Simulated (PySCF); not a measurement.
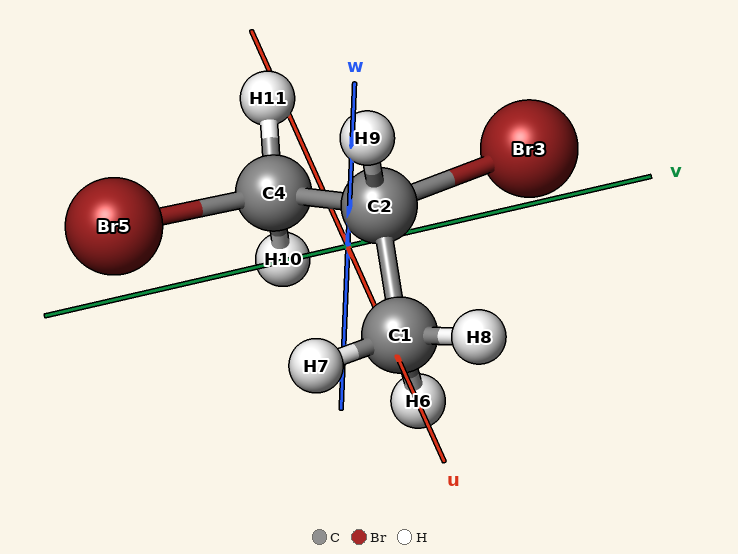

The lines u, v and w are the principal axes of the static dipole polarisability. Computed geometry: PBE0-D3(BJ)/def2-SVP optimisation. No frequency run is at hand to confirm it as a minimum. Method: PBE0/def2-TZVPD (PySCF 2.14.0).

Along which axis is the molecule most polarisable, and along which least?

Most along v (close to the long direction Br3···Br5), least along w.

Give the three principal values.

u 75.3, v 111.8, w 67.1 bohr³; mean 84.7, anisotropy 41.2 bohr³.
